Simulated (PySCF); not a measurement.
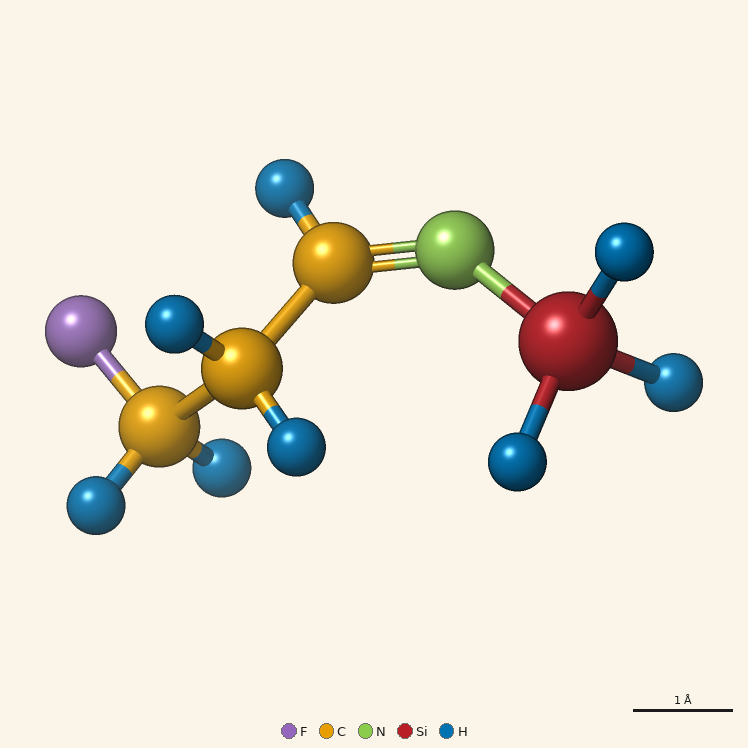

A ball-and-stick model of a molecule. Multiple sticks mark multiple bonds (one Kekulé form).

**Give the formula.**

C₃H₈FNSi, 14 atoms: 3 carbon, 8 hydrogen, 1 fluorine, 1 nitrogen and 1 silicon.

**How many bonds of each kind are drawn?**

5 C–H, 3 Si–H, 2 C–C, 1 C–F, 1 C–N, 1 N–Si.

**Write the SMILES.**

FCC/C=N\[SiH3]

**Give the symmetry (Schoenflies symbol).**

C1.

**Name functional groups in it.**

Among them: imine, C–F bond, Si–H bond, Si–N bond.

The parts below concern this one geometry. Atoms keep their numbers from picture to picture. The computed structure is the end point of a PBE0-D3(BJ)/def2-SVP optimisation. No frequency run is at hand to confirm it as a minimum.

### Electronic properties

No frequency run is at hand to confirm it as a minimum. Properties computed with PBE0/STO-3G, gas phase (PySCF 2.14.0).

**What is the HOMO energy (Kohn–Sham orbital)?**

−3.75 eV.

**What is the dipole moment?**

1.93 D.

**What is the HOMO–LUMO gap?**

6.72 eV.

### Charges

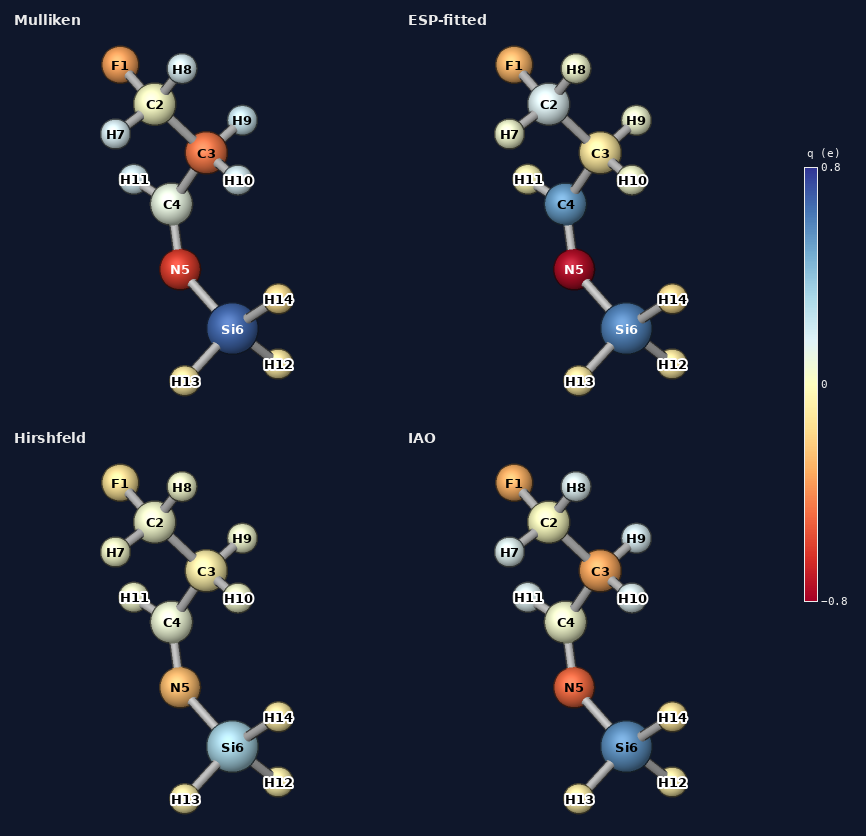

Atomic charges of one calculation by 4 schemes, on one colour scale. No frequency run is at hand to confirm it as a minimum. Method: PBE0/6-31G (PySCF 2.14.0).

**Which scheme gives the most polar picture (largest mean size of the charges)?**

The Mulliken charges are the largest in size here, and the Hirshfeld charges the smallest.

**On which atom do the schemes disagree most?**

On C4 (from 0.05 to 0.52 e); N5 (from −0.75 to −0.27 e).

List the charges (e), one line for each set of equivalent atoms.

```tsv
atom	Mulliken	ESP-fitted	Hirshfeld	IAO
F1	−0.34	−0.28	−0.13	−0.31
C2	0.02	0.15	0.05	0.01
C3	−0.45	−0.10	−0.06	−0.33
C4	0.10	0.52	0.07	0.05
N5	−0.60	−0.75	−0.27	−0.48
Si6	0.67	0.60	0.32	0.55
H7	0.17	0.05	0.04	0.15
H8	0.17	0.05	0.05	0.15
H9	0.21	0.06	0.05	0.17
H10	0.19	0.05	0.04	0.16
H11	0.19	−0.02	0.05	0.15
H12	−0.09	−0.09	−0.06	−0.07
H13	−0.09	−0.09	−0.06	−0.08
H14	−0.15	−0.15	−0.09	−0.12
```

### Quadrupole coupling

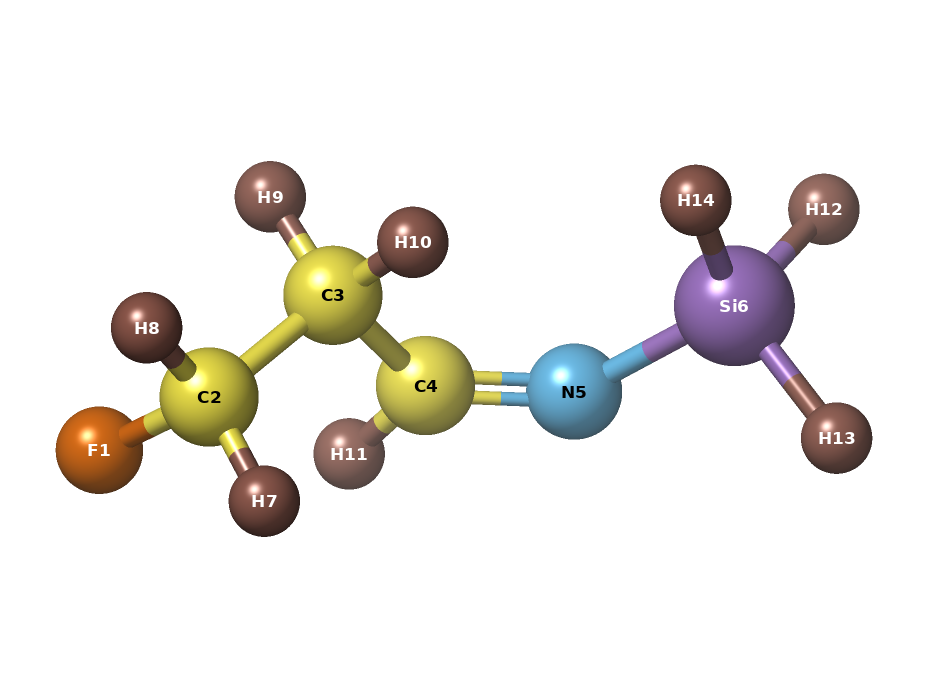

No frequency run is at hand to confirm it as a minimum. Electric field gradients from the ground-state density, PBE0/STO-3G (PySCF 2.14.0), non-relativistic apart from any core potentials.

Give the largest field-gradient component, the quadrupole coupling constant and the asymmetry for 14N at N5 (Q = 20.44 mb), 2H at H7 (Q = 2.86 mb), 2H at H8 (Q = 2.86 mb), 2H at H9 (Q = 2.86 mb), 2H at H10 (Q = 2.86 mb).

```json
{"atom": "N5", "V_zz (a.u.)": "−1.202", "e²qQ/h (MHz)": "−5.77", "η": "0.24"}
{"atom": "H7", "V_zz (a.u.)": "0.284", "e²qQ/h (MHz)": "0.191", "η": "0.03"}
{"atom": "H8", "V_zz (a.u.)": "0.286", "e²qQ/h (MHz)": "0.192", "η": "0.03"}
{"atom": "H9", "V_zz (a.u.)": "0.274", "e²qQ/h (MHz)": "0.184", "η": "0.02"}
{"atom": "H10", "V_zz (a.u.)": "0.277", "e²qQ/h (MHz)": "0.186", "η": "0.03"}
```

Mulliken values depend strongly on the basis set and can even reverse the polarity of a bond.
